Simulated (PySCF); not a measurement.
# One shape, several levels: C2H9AlN2 (SMILES C[CH2][Al]([NH2])[NH2])

Wanted: a comparison of 6 runs (HF/STO-3G, HF/def2-SVP, B3LYP/6-31G*, BLYP/cc-pVDZ, PBE0/def2-SVP) of C2H9AlN2. 

Program for the calculation: PySCF 2.14.0.

### 1 Starting point

The species is C2H9AlN2 (14 atoms), meant as a singlet with charge 0. As SMILES, `C[CH2][Al]([NH2])[NH2]`. Geometry: relaxed at PBE0-D4/def2-TZVP.

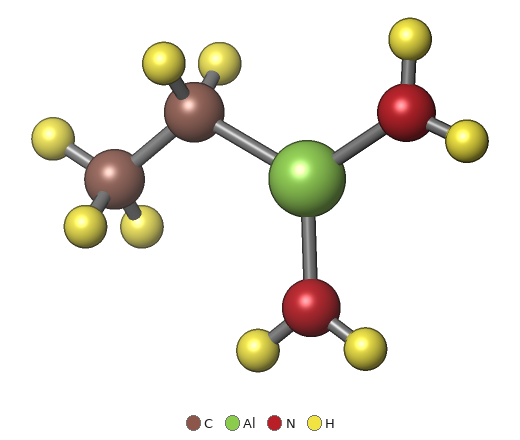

Viewed from a chosen angle; carbon brown, aluminium green, nitrogen red, hydrogen yellow.

### 2 Energy and forces at HF/STO-3G (run 1)

input.xyz

```xyz
14
C2H9AlN2
C     -1.234400     1.494500     0.735500
C      0.223300     1.139500     0.437200
Al     0.504400    -0.648300    -0.311200
N     -0.883000    -1.716800    -0.594300
N      2.130100    -1.229900    -0.717900
H     -1.852400     1.454100    -0.166300
H     -1.340600     2.501200     1.151700
H     -1.679100     0.801800     1.456000
H      0.653200     1.875500    -0.253800
H      0.824400     1.230800     1.350700
H     -0.851100    -2.648700    -0.972800
H     -1.835200    -1.461600    -0.391000
H      2.357300    -2.130800    -1.104700
H      2.970200    -0.690500    -0.590300
```

run.py

```python
# C[CH2][Al]([NH2])[NH2]
import pyscf.grad
from pyscf import gto, scf

mol = gto.Mole()
mol.atom = 'input.xyz'
mol.basis = 'sto-3g'
mol.max_memory = 1860
mol.verbose = 4
mol.build()

hf = scf.RHF(mol)
hf.conv_tol = 1e-10
hf.kernel()
if not hf.converged:
    hf = hf.newton().run(hf.mo_coeff, hf.mo_occ)

etot = hf.e_tot
print(f'total energy: {etot:.8f} hartree')
grad = hf.Gradients().kernel()
hf.analyze()
```

On the command line:

```bash
$ OMP_NUM_THREADS=1 python run.py
```

The program printed:

```text
PySCF version 2.14.0

[... 81 lines left out ...]
Nuclear Repulsion Energy =             219.921995158083604
[... 7 lines left out ...]
MO #2   energy= -15.1820870488452  occ= 2
[... 5 lines left out ...]
MO #8   energy= -2.94773744379168  occ= 2
[... 5 lines left out ...]
MO #14  energy= -0.548207103748077 occ= 2
[... 5 lines left out ...]
MO #20  energy= -0.434005447251245 occ= 2
[... 5 lines left out ...]
MO #26  energy= 0.440996011694101  occ= 0
[... 5 lines left out ...]
MO #32  energy= 0.762697824017158  occ= 0
[... 5 lines left out ...]
MO #38  energy= 0.905210947256828  occ= 0
[... 55 lines left out ...]
Dipole moment(X, Y, Z, Debye):  0.28864, -0.46547, -0.21674
```

It took 6.9 s on 1 thread of Intel Xeon at 2.50GHz (Skylake/Cascade Lake), shared host; peak memory 0.12 GiB.

### 3 Energy and gradient at HF/def2-SVP (run 2)

calc.py

```python
# C[CH2][Al]([NH2])[NH2]
from pyscf import gto, scf

molecule = gto.M(
    atom='''
C     -2.332678     2.824196     1.389894
C      0.421976     2.153343     0.826188
Al     0.953178    -1.225109    -0.588083
N     -1.668628    -3.244282    -1.123064
N      4.025306    -2.324174    -1.356634
H     -3.500529     2.747851    -0.314261
H     -2.533367     4.726583     2.176398
H     -3.173039     1.515182     2.751441
H      1.234369     3.544181    -0.479612
H      1.557890     2.325875     2.552453
H     -1.608346    -5.005318    -1.838326
H     -3.468025    -2.762024    -0.738883
H      4.454651    -4.026628    -2.087580
H      5.612865    -1.304856    -1.115505
''',
    charge=0,
    unit='bohr',
    verbose=4,
    basis='def2-svp',
    max_memory=1860,
)

mf = scf.RHF(molecule)
mf.conv_tol = 1e-10
mf.kernel()
if not mf.converged:
    mf = mf.newton().run(mf.mo_coeff, mf.mo_occ)

e_final = mf.e_tot
print('Final energy', e_final)
grad = mf.nuc_grad_method().kernel()
dip = mf.dip_moment()
pop, q = mf.mulliken_pop()
```

On the command line:

```bash
$ OMP_NUM_THREADS=1 python calc.py
```

The program printed:

```text
PySCF version 2.14.0

[... 68 lines left out ...]
converged SCF energy = -431.65558253036
Final energy -431.65558253035965
[... 11 lines left out ...]
Dipole moment(X, Y, Z, Debye):  0.25222, -0.65706, -0.29064
[... 134 lines left out ...]
charge of   13H =      0.13495
```

Run time: 40 s. Hardware: 1 thread of Intel Xeon at 2.50GHz (Skylake/Cascade Lake), shared host; peak memory 0.31 GiB.

Run 3 isn't shown in full; the table further down has it.

### 4 Energy and gradient at B3LYP/6-31G(d) (Cartesian functions) (run 4)

calc.py

```python
from pyscf import gto, dft

molecule = gto.M(
    atom=[
    ('C', (-1.234400, 1.494500, 0.735500)),
    ('C', (0.223300, 1.139500, 0.437200)),
    ('Al', (0.504400, -0.648300, -0.311200)),
    ('N', (-0.883000, -1.716800, -0.594300)),
    ('N', (2.130100, -1.229900, -0.717900)),
    ('H', (-1.852400, 1.454100, -0.166300)),
    ('H', (-1.340600, 2.501200, 1.151700)),
    ('H', (-1.679100, 0.801800, 1.456000)),
    ('H', (0.653200, 1.875500, -0.253800)),
    ('H', (0.824400, 1.230800, 1.350700)),
    ('H', (-0.851100, -2.648700, -0.972800)),
    ('H', (-1.835200, -1.461600, -0.391000)),
    ('H', (2.357300, -2.130800, -1.104700)),
    ('H', (2.970200, -0.690500, -0.590300)),
],
    cart=True,
    verbose=4,
    basis='6-31g*',
    max_memory=1860,
)

ks = dft.RKS(molecule, xc='b3lyp')
ks.conv_tol = 1e-10
ks.grids.level = 5
ks.kernel()
if not ks.converged:
    ks = ks.newton().run(ks.mo_coeff, ks.mo_occ)

e_tot = ks.e_tot
print('E(%s) = %.9f' % ('B3LYP', e_tot))
grad = ks.nuc_grad_method().kernel()
dip = ks.dip_moment()
pop, q = ks.mulliken_pop()
```

On the command line:

```bash
$ OMP_NUM_THREADS=1 python calc.py
```

The program printed:

```text
PySCF version 2.14.0

[... 85 lines left out ...]
converged SCF energy = -433.638100258359
[... 13 lines left out ...]
Dipole moment(X, Y, Z, Debye):  0.23538, -0.67340, -0.29602
[... 112 lines left out ...]
charge of   13H =      0.31512
```

It took 1.7 min on 1 thread of Intel Xeon at 2.50GHz (Skylake/Cascade Lake), shared host; peak memory 1 GiB.

Run 5 isn't shown in full; the table further down has it.

### 5 Energy and forces at PBE0/def2-SVP (run 6)

run.py

```python
# C[CH2][Al]([NH2])[NH2]
import pyscf.grad
from pyscf import gto, dft

molecule = gto.M(
    atom=[
    ('C', (-1.234400, 1.494500, 0.735500)),
    ('C', (0.223300, 1.139500, 0.437200)),
    ('Al', (0.504400, -0.648300, -0.311200)),
    ('N', (-0.883000, -1.716800, -0.594300)),
    ('N', (2.130100, -1.229900, -0.717900)),
    ('H', (-1.852400, 1.454100, -0.166300)),
    ('H', (-1.340600, 2.501200, 1.151700)),
    ('H', (-1.679100, 0.801800, 1.456000)),
    ('H', (0.653200, 1.875500, -0.253800)),
    ('H', (0.824400, 1.230800, 1.350700)),
    ('H', (-0.851100, -2.648700, -0.972800)),
    ('H', (-1.835200, -1.461600, -0.391000)),
    ('H', (2.357300, -2.130800, -1.104700)),
    ('H', (2.970200, -0.690500, -0.590300)),
],
    verbose=3,
    max_memory=1860,
    basis='def2-svp',
    charge=0,
)

calc0 = dft.RKS(molecule, xc='pbe0')
calc0.conv_tol = 1e-10
calc0.grids.level = 5
calc0.kernel()
if not calc0.converged:
    calc0 = calc0.newton().run(calc0.mo_coeff, calc0.mo_occ)

energy = calc0.e_tot
print('Final energy', energy)
grad = calc0.Gradients().kernel()
calc0.analyze()
```

On the command line:

```bash
$ OMP_NUM_THREADS=1 python run.py
```

The program printed:

```text
converged SCF energy = -433.079876075124
[... 16 lines left out ...]
MO #7   energy= -2.66961287458302  occ= 2
[... 13 lines left out ...]
MO #21  energy= -0.342354901277143 occ= 2
[... 13 lines left out ...]
MO #35  energy= 0.175856993897388  occ= 0
[... 13 lines left out ...]
MO #49  energy= 0.624919367412497  occ= 0
[... 13 lines left out ...]
MO #63  energy= 0.820684419135611  occ= 0
[... 13 lines left out ...]
MO #77  energy= 1.38826826755905   occ= 0
[... 13 lines left out ...]
MO #91  energy= 1.9595625080721    occ= 0
[... 13 lines left out ...]
MO #105 energy= 2.55192455078556   occ= 0
[... 13 lines left out ...]
MO #119 energy= 3.40969146170074   occ= 0
[... 15 lines left out ...]
Dipole moment(X, Y, Z, Debye):  0.24024, -0.71392, -0.31260
```

It took 2.6 min on 1 thread of Intel Xeon at 2.50GHz (Skylake/Cascade Lake), shared host; peak memory 1.3 GiB.

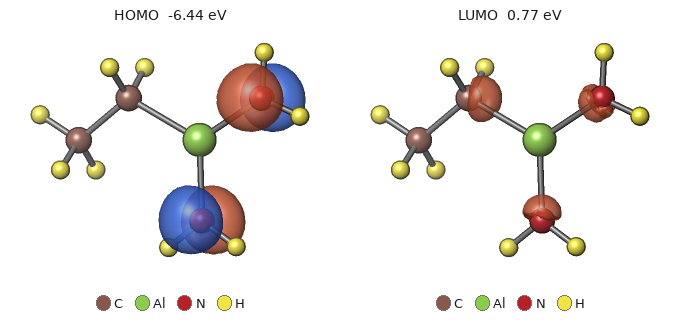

Frontier orbitals of this run, surfaces at ±0.2 Å^-3/2.

### 6 The series

```tsv
run	level	integration grid	Cartesian functions	energy (Eh)	dipole moment (D)	HOMO energy (eV)	LUMO energy (eV)	wall time
1	HF/STO-3G	–	no	-426.635542	0.59	-7.22	10.78	6.9 s
2	HF/def2-SVP	–	no	-431.655583	0.76	-10.08	3.45	40 s
3	B3LYP/6-31G* (spherical functions)	5	no	-433.632582	0.78	-6.04	0.65	98 s
4	B3LYP/6-31G* (Cartesian functions)	5	yes	-433.638100	0.77	-6.04	0.62	1.7 min
5	BLYP/cc-pVDZ	5	no	-433.530087	0.84	-4.79	0.13	2.5 min
6	PBE0/def2-SVP	5	no	-433.079876	0.82	-6.44	0.77	2.6 min
```

### 7 Summary of results

```
                       quantity          value
            run 6: total energy  -433.07988 Eh
           run 6: dipole moment         0.82 D
             run 6: HOMO energy       -6.44 eV
             run 6: LUMO energy        0.77 eV
           run 6: HOMO–LUMO gap        7.21 eV
run 6: largest force on an atom     0.322 eV/Å
```

What this shows: The dipole moment (its size) runs from 0.59 D (HF/STO-3G) to 0.84 D (BLYP/cc-pVDZ). The two ends differ in method and basis. The HOMO–LUMO gap runs from 4.93 eV (BLYP/cc-pVDZ) to 18.00 eV (HF/STO-3G). Totals of different functionals can't be ranked against each other. In run 1 the basis is minimal, so the values are rough. All runs together took 9.2 min, the longest 2.6 min.
